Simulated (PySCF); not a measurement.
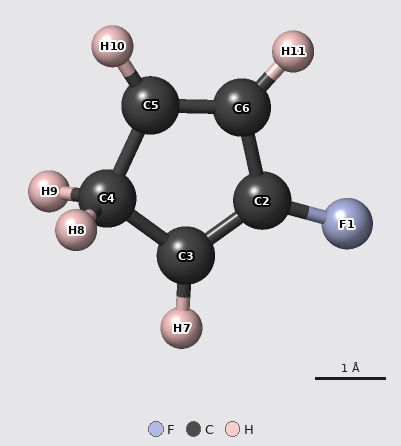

*The input geometry (ball-and-stick view, seen at a tilt; atoms are numbered from 1 in the order of the input).*

Bond lengths as drawn: C–C 1.35 to 1.50 Å, C–F 1.32 Å and C–H 1.09 to 1.11 Å.

Core-level calculation, with input and output: C5H5F

System: C5H5F, SMILES FC1=CCC=C1.
Method: delta-SCF UKS SCAN, def2-TZVP on the ionised atom, pcseg-1 elsewhere, spin-free X2C (PySCF 2.14.0).

Figures and captions count atoms from 1; the log counts them from 0 in places.

### Log
```
ground state, core basis on atom 0 (F), 126 functions
  cycle   1  E = -293.30688054  |g| = 5.77e-01
  cycle   2  E = -293.25185566  |g| = 8.02e-01
  cycle   3  E = -293.37099486  |g| = 1.10e-01
  cycle   4  E = -293.37342255  |g| = 5.14e-02
  cycle   5  E = -293.37408808  |g| = 1.89e-02
  cycle   6  E = -293.37416541  |g| = 6.05e-03
  cycle   7  E = -293.37417255  |g| = 1.11e-03
  cycle   8  E = -293.37417299  |g| = 8.14e-04
  cycle   9  E = -293.37417350  |g| = 3.04e-04
  E(ground) = -293.38070495 Eh
hole in F 1s of atom 0
  cycle   1  E = -267.00430560  |g| = 2.46e+00
[... 14 cycles left out ...]
  E(ion) = -267.88384489 Eh   <S^2> = 0.7575   hole on atom = 1.000   binding energy = 693.805 eV
ground state, core basis on atom 1 (C), 126 functions
[... 6 cycles left out ...]
  E(ground) = -293.34662444 Eh
hole in C 1s of atom 1
[... 15 cycles left out ...]
  E(ion) = -282.57641275 Eh   <S^2> = 0.8728   hole on atom = 1.000   binding energy = 293.072 eV
ground state, core basis on atom 2 (C), 126 functions
[... 5 cycles left out ...]
  E(ground) = -293.34291622 Eh
hole in C 1s of atom 2
[... 14 cycles left out ...]
  E(ion) = -282.66718619 Eh   <S^2> = 0.7904   hole on atom = 1.000   binding energy = 290.501 eV
ground state, core basis on atom 3 (C), 126 functions
[... 5 cycles left out ...]
  E(ground) = -293.34034267 Eh
hole in C 1s of atom 3
[... 15 cycles left out ...]
  E(ion) = -282.62219663 Eh   <S^2> = 0.7708   hole on atom = 1.000   binding energy = 291.656 eV
ground state, core basis on atom 4 (C), 126 functions
[... 5 cycles left out ...]
  E(ground) = -293.34214726 Eh
hole in C 1s of atom 4
[... 13 cycles left out ...]
  E(ion) = -282.65648422 Eh   <S^2> = 0.8282   hole on atom = 1.000   binding energy = 290.772 eV
ground state, core basis on atom 5 (C), 126 functions
[... 6 cycles left out ...]
  E(ground) = -293.34263528 Eh
hole in C 1s of atom 5
[... 7 cycles left out ...]
  cycle   8  E = -282.63919952  |g| = 9.38e-03
  cycle   9  E = -282.63933984  |g| = 6.36e-03
  cycle  10  E = -282.63946583  |g| = 6.72e-03
  cycle  11  E = -282.63961009  |g| = 5.06e-03
  cycle  12  E = -282.63973135  |g| = 3.20e-03
  cycle  13  E = -282.63976722  |g| = 2.50e-03
  cycle  14  E = -282.63981604  |g| = 1.51e-03
  cycle  15  E = -282.63982185  |g| = 9.89e-04
  cycle  16  E = -282.63982123  |g| = 1.02e-03
  cycle  17  E = -282.63982413  |g| = 3.47e-04
  E(ion) = -282.64490563 Eh   <S^2> = 0.8653   hole on atom = 1.000   binding energy = 291.100 eV
```

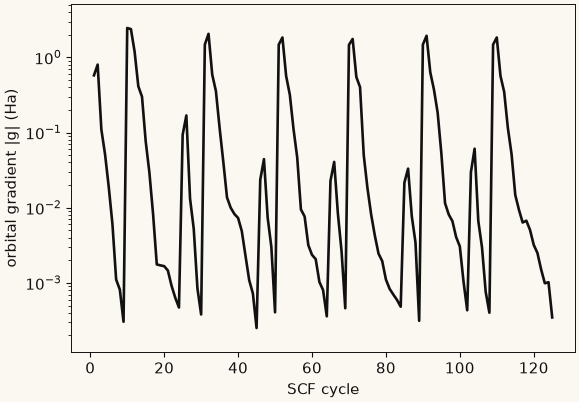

*Convergence of the self-consistent field: orbital gradient |g| against the SCF cycle.*

All cycles printed in the log are drawn one after another.

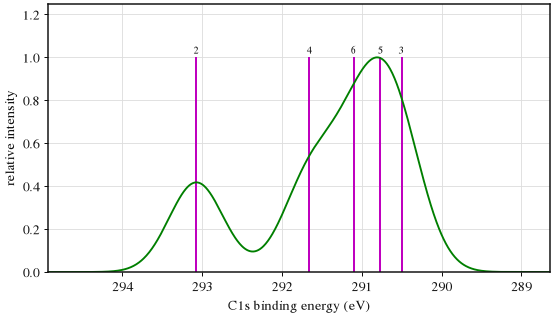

*C1s binding energies by ΔSCF of the atoms computed, labelled by atom number, with a Gaussian envelope of 0.8 eV full width.*

They run from 290.50 eV (atom 3) to 293.07 eV (atom 2).

The run was set up as follows.

### The input
```
{"job": {"kind": "xps", "basis": "def2-TZVP"}, "charge": 0, "multiplicity": 1}
F      2.573626     0.245194    -0.050173
C      1.257394     0.098507    -0.023829
C      0.572728    -1.060966    -0.046342
C     -0.880410    -0.712920    -0.004623
C     -0.902790     0.784035     0.048301
C      0.362442     1.249566     0.035403
H      0.989518    -2.065548    -0.087883
H     -1.395441    -1.155979     0.868048
H     -1.423244    -1.086782    -0.893266
H     -1.815280     1.379709     0.089237
H      0.695819     2.287498     0.060858
```

The first line tells a small driver script what to run in PySCF; the rest is the geometry in Å.

Run as:
```bash
OMP_NUM_THREADS=1 python <driver script> task.json out
```

### Summary

- outcome: converged
- hardware: 1 CPU thread, shared host
- wall time: 28 s
- peak memory: 0.54 GiB

### Remarks

The core-hole state is spin-contaminated.
